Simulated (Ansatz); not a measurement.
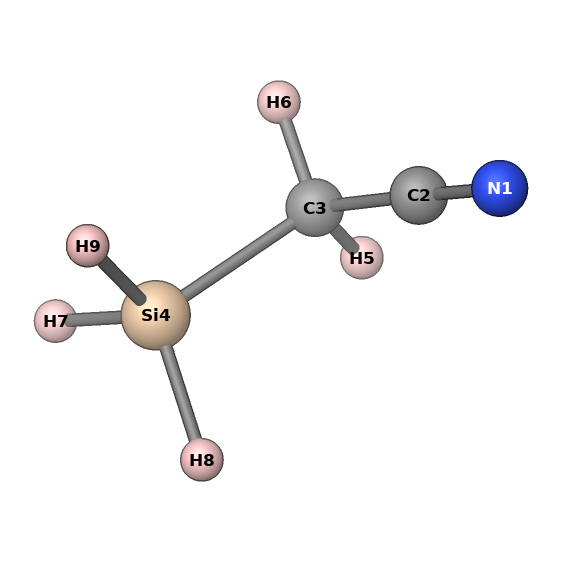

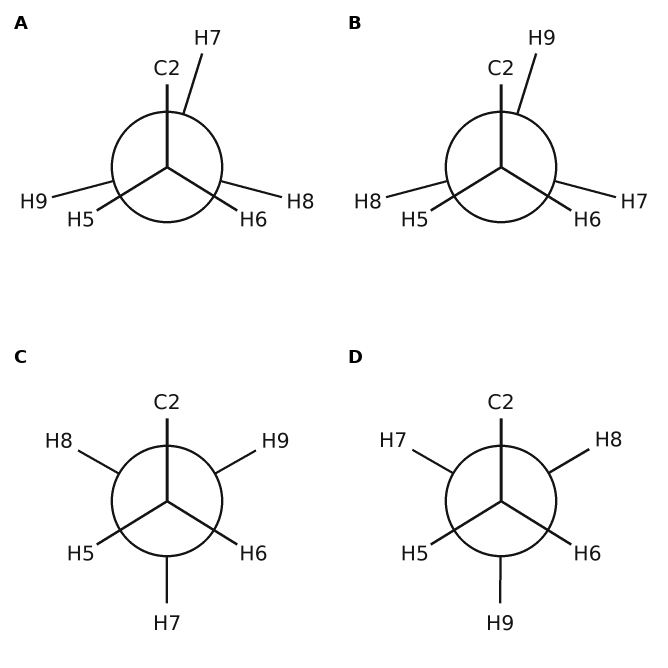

Distant atoms are faded towards the background colour. Bonds that would overlap in a projection are set slightly apart. The computed structure is the end point of a PBE-D4/def2-SVP optimisation. No frequency run is at hand to confirm it as a minimum.

Which Newman projection shows the view along C3–Si4, with C3 in front?

Answer. C. The torsion angle C2–C3–Si4–H7 is 180°, antiperiplanar (anti).
